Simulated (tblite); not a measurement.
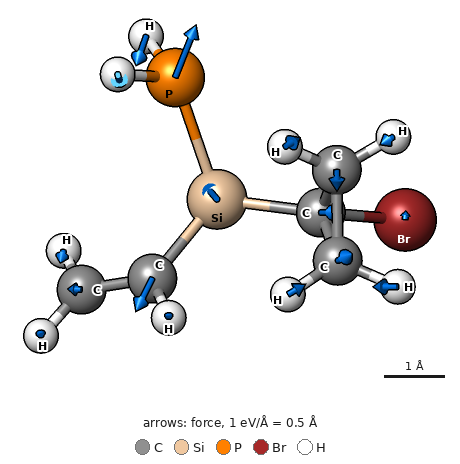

Starting geometry of C5H10BrPSi with the computed forces as blue arrows. The picture is a ball-and-stick view, seen at a tilt.

These are results of tblite 0.8.0, GFN2-xTB geometry optimisation, gas phase, not measurements. 

**Is this structure relaxed? If not, where do the atoms go?**

It isn't relaxed: the largest force vector, on the P atom, is 2.01 eV/Å. The final displacements have little in common with the starting forces (cosine between the two patterns 0.16). The energy falls by 111.5 kJ/mol in 168 geometry steps. The largest move after the best rigid fit is that of the Br atom, 1.98 Å. Largest moves by element: Br 1.98 Å, H 1.93 Å, C 0.98 Å, P 0.77 Å, Si 0.07 Å. Some distances before and after: C–Si 1.824 → 1.888 Å, H–P 1.444 → 1.379 Å, P–Si 2.196 → 2.247 Å, C–Si 1.852 → 1.897 Å. Among the angles between lasting bonds that change: H–P–H 111.2° → 92.4°, Si–P–H 112.2° → 93.8°, Si–P–H 113.6° → 95.4°. Groups turn about C–Si by about 75°, C–Si by about 45°. Cost: 3.1 s on 1 thread of Arm Neoverse N1 (shared host).
